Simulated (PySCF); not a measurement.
# Run report: SnBH$_{5}$O, geometry relaxation

System: SnBH$_{5}$O, SMILES B[O][SnH3].
Method: PBE0-D3(BJ)/def2-SVP geometry optimisation, gas phase (PySCF 2.14.0).

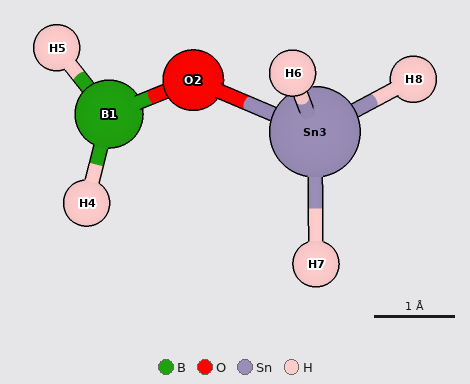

Fig. 1: The input geometry (ball-and-stick view, seen at a tilt; atoms are numbered from 1 in the order of the input). Sticks mark near contacts. Bond lengths as drawn: B–H 1.16 to 1.17 Å, B–O 1.35 Å, H–Sn 1.64 to 1.67 Å and O–Sn 1.97 Å.

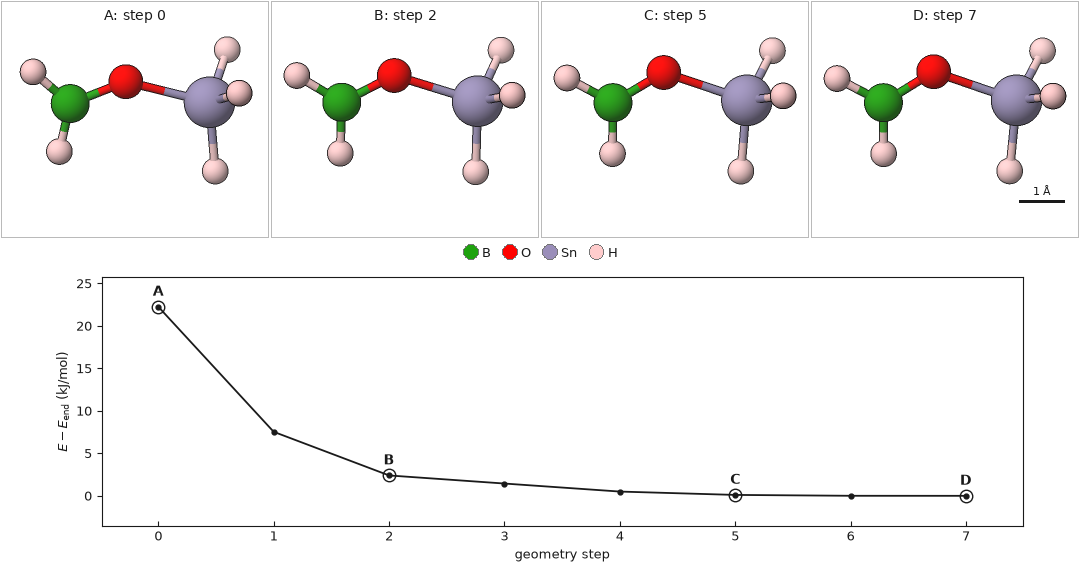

Fig. 2: Frames of the relaxation (ball-and-stick view, seen at a tilt) above the curves, on which the letters mark them (steps are counted from 0).

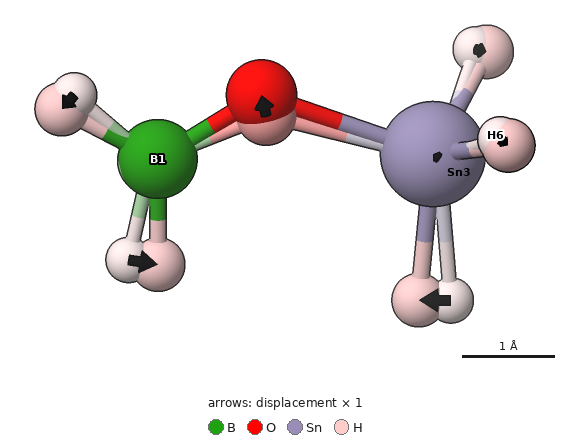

Fig. 3: Start (faint) and end (solid) with the displacements as black arrows, at true length (ball-and-stick view, seen at a tilt). The two geometries are laid on each other by the best rigid fit. The largest move after the best rigid fit is that of H7, 0.35 Å. Largest moves by element: H 0.35 Å, O 0.24 Å, Sn 0.08 Å, B 0.08 Å. Among the contacts that change: Sn3–H8 1.644 → 1.706 Å, B1–H4 1.166 → 1.223 Å, B1–H5 1.161 → 1.217 Å, O2–Sn3 1.975 → 2.020 Å. Among the angles that change: B1–O2–Sn3 142.2° → 126.6°, O2–Sn3–H7 111.0° → 106.5°, O2–Sn3–H8 100.4° → 104.3°. The energy falls by 22.3 kJ/mol in 7 geometry steps. The largest force component goes from 1.7 to 0.0084 eV/Å. (Atoms are counted from 1 in the order of the input.)

The input that produced these results follows, with the program's output.

## Input file
```
{"job": {"xc": "PBE0", "basis": "def2-SVP", "d3": "d3bj", "grid": 1, "maxiter": 30, "shake": 0.01, "kind": "geom"}, "charge": 0, "multiplicity": 1}
B      1.687860    -0.269010     0.409550
O      0.480490     0.335910     0.441250
Sn    -1.348480     0.208210    -0.292030
H      1.925730    -1.196490    -0.255040
H      2.509350     0.230880     1.059200
H     -1.501030     1.694210    -1.021610
H     -1.484230    -1.086950    -1.336020
H     -2.214560     0.064100     1.097730
```

The first line tells a small driver script what to run in PySCF; the rest is the geometry in Å.

Run as:
```bash
OMP_NUM_THREADS=1 python <driver script> task.json out
```

## Output
```
step   0  E = -317.18363604  max force = 0.033273
step   1  E = -317.18924270  max force = 0.018674
step   2  E = -317.19119817  max force = 0.007074
step   3  E = -317.19156129  max force = 0.004778
step   4  E = -317.19192107  max force = 0.001233
step   5  E = -317.19207129  max force = 0.001133
step   6  E = -317.19211018  max force = 0.000450
step   7  E = -317.19211217  max force = 0.000163
optimisation converged
```

## Trajectory as extended XYZ (Å, eV, eV/Å), 8 frames, from step=0 to step=7
```
8
Properties=species:S:1:pos:R:3:forces:R:3 step=0 energy=-8631.00636
B     1.6879   -0.2690    0.4096   -1.7110   0.9782  -0.0986
O     0.4805    0.3359    0.4412    1.0922  -0.2730   0.2596
Sn   -1.3485    0.2082   -0.2920    0.1927   0.0082  -0.2602
H     1.9257   -1.1965   -0.2550    0.1177  -1.1543  -0.7763
H     2.5093    0.2309    1.0592    1.1196   0.4985   0.8531
H    -1.5010    1.6942   -1.0216   -0.1542   0.5705  -0.3650
H    -1.4842   -1.0870   -1.3360   -0.0128  -0.4966  -0.3892
H    -2.2146    0.0641    1.0977   -0.6442  -0.1315   0.7767
8
Properties=species:S:1:pos:R:3:forces:R:3 step=1 energy=-8631.15892
B     1.6974   -0.2274    0.3987    0.3208  -0.1000  -0.0009
O     0.5401    0.4137    0.5163   -0.9602   0.1121  -0.2045
Sn   -1.3465    0.2073   -0.2717    0.3493  -0.0006   0.1669
H     1.8691   -1.2053   -0.3226   -0.1245   0.0808   0.0324
H     2.6226    0.2179    1.0616    0.0218  -0.1051  -0.0718
H    -1.5999    1.7224   -1.0820    0.0591  -0.3767   0.1832
H    -1.3844   -1.1688   -1.3451    0.0592   0.3584   0.3050
H    -2.3404    0.0215    1.1469    0.2746   0.0311  -0.4102
8
Properties=species:S:1:pos:R:3:forces:R:3 step=2 energy=-8631.21213
B     1.6650   -0.2028    0.4061   -0.1524  -0.2474  -0.2424
O     0.5118    0.4525    0.5389    0.1054   0.3638   0.3323
Sn   -1.3105    0.2062   -0.2609   -0.0045  -0.0249  -0.0170
H     1.7034   -1.1683   -0.3443    0.2213  -0.0584   0.0245
H     2.6440    0.1711    1.0305   -0.0957  -0.0086  -0.0442
H    -1.5826    1.6705   -1.0776   -0.0342   0.0855  -0.0602
H    -1.2665   -1.1485   -1.2907    0.0337  -0.0909  -0.0553
H    -2.3066    0.0006    1.1000   -0.0735  -0.0191   0.0623
8
Properties=species:S:1:pos:R:3:forces:R:3 step=3 energy=-8631.22202
B     1.6451   -0.2173    0.3891    0.0918   0.0385   0.0508
O     0.5065    0.4636    0.5488    0.2457   0.0116   0.1024
Sn   -1.3106    0.2171   -0.2521   -0.1234  -0.0457  -0.1018
H     1.7533   -1.1901   -0.3456   -0.1440   0.0341  -0.0193
H     2.6124    0.1699    1.0169    0.0405  -0.0143   0.0031
H    -1.5910    1.6752   -1.0776   -0.0337   0.0860  -0.0536
H    -1.2407   -1.1408   -1.2753    0.0123  -0.0956  -0.0688
H    -2.3170    0.0036    1.0978   -0.0891  -0.0146   0.0874
8
Properties=species:S:1:pos:R:3:forces:R:3 step=4 energy=-8631.23181
B     1.6480   -0.2125    0.3942   -0.0322  -0.0220  -0.0438
O     0.5179    0.4796    0.5674    0.0346   0.0493   0.0634
Sn   -1.3065    0.2191   -0.2490    0.0105  -0.0485  -0.0510
H     1.7092   -1.1790   -0.3534   -0.0420   0.0066  -0.0060
H     2.6344    0.1489    1.0070    0.0128   0.0039   0.0105
H    -1.6004    1.6780   -1.0883    0.0018  -0.0278   0.0213
H    -1.2113   -1.1502   -1.2727    0.0045   0.0299   0.0252
H    -2.3334   -0.0025    1.0970    0.0100   0.0086  -0.0198
8
Properties=species:S:1:pos:R:3:forces:R:3 step=5 energy=-8631.23589
B     1.6373   -0.2086    0.3924   -0.0503  -0.0444  -0.0501
O     0.5223    0.5012    0.5892    0.0095   0.0582   0.0550
Sn   -1.2949    0.2214   -0.2430    0.0068  -0.0403  -0.0295
H     1.6541   -1.1677   -0.3666    0.0141  -0.0074  -0.0048
H     2.6429    0.1231    0.9904    0.0033   0.0110   0.0080
H    -1.6010    1.6706   -1.0926    0.0040  -0.0094   0.0165
H    -1.1646   -1.1507   -1.2568   -0.0013   0.0209   0.0165
H    -2.3381   -0.0079    1.0891    0.0139   0.0113  -0.0117
8
Properties=species:S:1:pos:R:3:forces:R:3 step=6 energy=-8631.23695
B     1.6280   -0.2100    0.3890   -0.0047  -0.0028  -0.0231
O     0.5246    0.5128    0.6042   -0.0133   0.0080   0.0120
Sn   -1.2881    0.2229   -0.2387    0.0045  -0.0129  -0.0092
H     1.6273   -1.1622   -0.3792    0.0063  -0.0063   0.0013
H     2.6437    0.1067    0.9785    0.0015  -0.0004   0.0061
H    -1.5979    1.6682   -1.0921    0.0032   0.0009   0.0078
H    -1.1399   -1.1501   -1.2456   -0.0034   0.0065   0.0043
H    -2.3396   -0.0069    1.0858    0.0058   0.0070   0.0008
8
Properties=species:S:1:pos:R:3:forces:R:3 step=7 energy=-8631.23701
B     1.6280   -0.2107    0.3860   -0.0008  -0.0083   0.0084
O     0.5247    0.5118    0.6037   -0.0033   0.0001  -0.0013
Sn   -1.2883    0.2231   -0.2382    0.0012  -0.0026  -0.0026
H     1.6283   -1.1631   -0.3820    0.0012   0.0022  -0.0051
H     2.6426    0.1037    0.9790    0.0018   0.0014  -0.0046
H    -1.5961    1.6698   -1.0893    0.0004   0.0029   0.0023
H    -1.1439   -1.1495   -1.2453   -0.0019   0.0008   0.0006
H    -2.3373   -0.0037    1.0883    0.0014   0.0035   0.0024
```

## Summary

| quantity | value |
| --- | --- |
| outcome | converged |
| total energy | −317.192112 hartree |
| dipole moment | 3.07 D |
| point group | C1 |
| hardware | 1 CPU thread, shared host |
| wall time | 16 s |
| peak memory | 0.35 GiB |
